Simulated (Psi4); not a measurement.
# r2SCAN/cc-pVDZ-DK (sfX2C, sweep point 1) run of H2O (water)

Aim: the vertical singlet–triplet gap of H2O (water) at r2SCAN/cc-pVDZ-DK (sfX2C, sweep point 1), from 2 runs. 

Program for the calculation: Psi4 1.11.

## (1) Starting point

The species is H2O (3 atoms), meant as a singlet with charge 0. SMILES: `O`. The shape is that of a PBE0-D4/def2-TZVP optimisation.

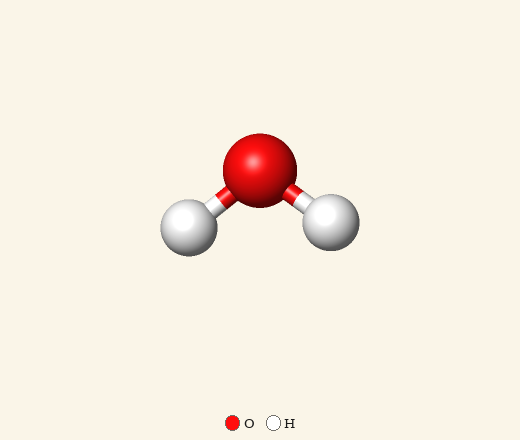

The structure, seen from a chosen angle (oxygen red, hydrogen white).

## (2) The energy at r2SCAN/cc-pVDZ-DK (sfX2C, sweep point 1)

Contents of h2o.dat:

```
memory 1.6 GB

molecule {
  O     -0.302700     0.200200    -0.140600
  H      0.466500     0.548400     0.315300
  H     -0.163800    -0.748600    -0.174700
  symmetry c1
}

set {
  basis cc-pVDZ-DK
  reference rks
  puream true
  scf_type pk
  dft_radial_points 99
  dft_spherical_points 590
  relativistic x2c
}

energy("r2scan")
```

Run with:

```bash
$ psi4 h2o.dat h2o.out -n 1
```

h2o.out:

```text
[...]
  Running in c1 symmetry.
[...]
  Nuclear repulsion =    9.171300754468179
[...]
  Multiplicity = 1
[...]
  Nalpha       = 5
  Nbeta        = 5
[...]
    Number of basis functions: 24
[...]
    WARNING: The X2C and Dirac Hamiltonians have substatially different eigenvalues!
             This is probably caused by the recontraction of the basis set.
[...]
   @RKS iter   1:   -76.28503496391762   -1.45885e-01   2.66626e-02 DIIS/ADIIS
[...]
   @RKS iter   7:   -76.43364787744748   -6.16467e-10   1.04889e-07 DIIS
[...]
    Orbital Energies [Eh]
    ---------------------
    Doubly Occupied:
       1A    -18.957631     2A     -0.956767     3A     -0.477434
       4A     -0.323870     5A     -0.244902
[...]
  @RKS Final Energy:   -76.43364787744748
   => Energetics <=
    Nuclear Repulsion Energy =              9.1713007544681791
    One-Electron Energy =                -123.2332508475270174
    Two-Electron Energy =                  46.9683613506068482
    DFT Exchange-Correlation Energy =      -9.3400591349954869
    Empirical Dispersion Energy =           0.0000000000000000
    VV10 Nonlocal Energy =                  0.0000000000000000
    Total Energy =                        -76.4336478774474841
[...]
 Multipole Moments:
 ------------------------------------------------------------------------------------
     Multipole            Electronic (a.u.)      Nuclear  (a.u.)        Total (a.u.)
 ------------------------------------------------------------------------------------
 L = 1.  Multiply by 2.5417464519 to convert [e a0] to [Debye]
 Dipole X            :         -0.1865320            0.8318109            0.6452789
 Dipole Y            :          0.1126539           -0.5024246           -0.3897707
 Dipole Z            :         -0.0000000           -0.0000000           -0.0000000
 Magnitude           :                                                    0.7538608
[...]
```

Run time: 6.9 s. Hardware: 1 thread of AMD EPYC 7R43 (Zen 3), shared host; peak memory 0.52 GiB.

## (3) The triplet, same level

Contents of job.inp:

```
memory 1.6 GB

molecule m {
  0 3
  O     -0.302700     0.200200    -0.140600
  H      0.466500     0.548400     0.315300
  H     -0.163800    -0.748600    -0.174700
  units angstrom
  symmetry c1
}

set {
  basis cc-pVDZ-DK
  reference uks
  puream true
  scf_type pk
  dft_radial_points 99
  dft_spherical_points 590
  maxiter 150
  relativistic x2c
}

e, wfn = energy("r2scan", return_wfn=True)
```

Run with:

```bash
$ psi4 job.inp job.out -n 1
```

job.out:

```text
[...]
  Running in c1 symmetry.
[...]
  Nuclear repulsion =    9.171300754468179
[...]
  Multiplicity = 3
[...]
  Nalpha       = 6
  Nbeta        = 4
[...]
    Number of basis functions: 24
[...]
    WARNING: The X2C and Dirac Hamiltonians have substatially different eigenvalues!
             This is probably caused by the recontraction of the basis set.
[...]
   @UKS iter   1:   -76.14271472536817   -3.56494e-03   9.37948e-03 DIIS/ADIIS
[...]
   @UKS iter   7:   -76.16266121710434   -6.88659e-09   2.36619e-07 DIIS
[...]
   @S^2 Observed:                2.002896232E+00
[...]
    Orbital Energies [Eh]
    ---------------------
    Alpha Occupied:
       1A    -19.176089     2A     -1.153091     3A     -0.626637
       4A     -0.507388     5A     -0.502771     6A     -0.059772
    Alpha Virtual:
       7A      0.026518     8A      0.475364     9A      0.513216
      10A      0.725175    11A      0.771870    12A      0.890512
      13A      1.115304    14A      1.139185    15A      1.340917
      16A      1.442925    17A      1.631788    18A      2.040002
      19A      2.040090    20A      2.708149    21A      2.757652
      22A      2.982694    23A      3.324536    24A      3.631507
[...]
  @UKS Final Energy:   -76.16266121710434
   => Energetics <=
    Nuclear Repulsion Energy =              9.1713007544681791
    One-Electron Energy =                -121.4175440082796058
    Two-Electron Energy =                  45.2995945505925164
    DFT Exchange-Correlation Energy =      -9.2160125138854276
    Empirical Dispersion Energy =           0.0000000000000000
    VV10 Nonlocal Energy =                  0.0000000000000000
    Total Energy =                        -76.1626612171043433
[...]
 Multipole Moments:
 ------------------------------------------------------------------------------------
     Multipole            Electronic (a.u.)      Nuclear  (a.u.)        Total (a.u.)
 ------------------------------------------------------------------------------------
 L = 1.  Multiply by 2.5417464519 to convert [e a0] to [Debye]
 Dipole X            :         -1.0096936            0.8318109           -0.1778827
 Dipole Y            :          0.6096945           -0.5024246            0.1072698
 Dipole Z            :          0.0000000           -0.0000000            0.0000000
 Magnitude           :                                                    0.2077236
[...]
```

It took 8.4 s on 1 thread of AMD EPYC 7R43 (Zen 3), shared host; peak memory 0.54 GiB.

## (4) What came out

At r2SCAN/cc-pVDZ-DK (sfX2C, sweep point 1):

| quantity | value |
| --- | --- |
| singlet: total energy | -76.43365 Eh |
| singlet: dipole moment | 1.92 D |
| singlet: HOMO energy | -6.66 eV |
| singlet: LUMO energy | 1.96 eV |
| singlet: HOMO–LUMO gap | 8.63 eV |
| triplet: total energy | -76.16266 Eh |
| triplet: dipole moment | 0.53 D |
| triplet: HOMO energy (highest over α and β) | -1.63 eV |
| triplet: ⟨S²⟩ | 2.003 |
| vertical energy of the triplet above the singlet | 7.374 eV |

What this shows: At this shape the triplet lies 7.37 eV (170 kcal/mol) above the singlet.
